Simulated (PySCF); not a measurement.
Potential energy surface of H₃Al, singlet: map of symmetric stretch and umbrella angle. Scanned: Al-H bond length and angle between the Al-H bonds and the threefold axis (90 = planar).

Cartesian coordinates as functions of the variables (Å; names that start with a are angles):
```
Al  0  0  0
H  r*sin(a)*cos(0*2*pi/3+0)  r*sin(a)*sin(0*2*pi/3+0)  0+r*cos(a)
H  r*sin(a)*cos(1*2*pi/3+0)  r*sin(a)*sin(1*2*pi/3+0)  0+r*cos(a)
H  r*sin(a)*cos(2*2*pi/3+0)  r*sin(a)*sin(2*2*pi/3+0)  0+r*cos(a)
```

Calculation: CAM-B3LYP/cc-pVDZ (PySCF 2.14.0).

Energy in eV above the lowest grid point; x is the Al-H bond length (Å), y the angle between the Al-H bonds and the threefold axis (90 = planar) (°).

```
y \ x   1.39   1.46   1.54   1.61   1.68   1.76   1.83   1.90   1.98
-----  -----  -----  -----  -----  -----  -----  -----  -----  -----
130    4.756  4.022  3.563  3.415  3.446  3.645  3.926  4.278  4.738
126    3.999  3.282  2.845  2.718  2.770  2.996  3.300  3.676  4.166
122    3.339  2.639  2.223  2.115  2.187  2.437  2.763  3.161  3.677
118    2.770  2.086  1.689  1.598  1.688  1.959  2.305  2.723  3.262
114    2.288  1.617  1.237  1.161  1.267  1.556  1.918  2.353  2.912
110    1.888  1.229  0.862  0.799  0.918  1.223  1.598  2.047  2.622
106    1.567  0.917  0.561  0.508  0.637  0.954  1.341  1.802  2.390
102    1.320  0.677  0.330  0.284  0.422  0.748  1.144  1.613  2.212
98     1.146  0.508  0.166  0.126  0.269  0.602  1.004  1.479  2.085
94     1.043  0.407  0.069  0.031  0.178  0.515  0.921  1.400  2.010
90     1.008  0.374  0.036  0.000  0.148  0.486  0.893  1.373  1.985
```

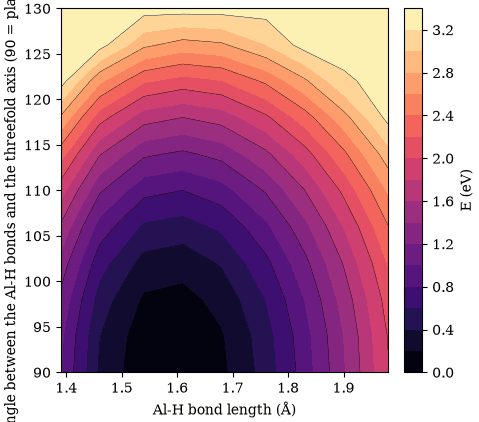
Figure: Energy surface, cut off at 3 eV.

Points that lie below all their neighbours on the grid: x = 1.61, y = 90 on the edge of the grid (0.000 eV).
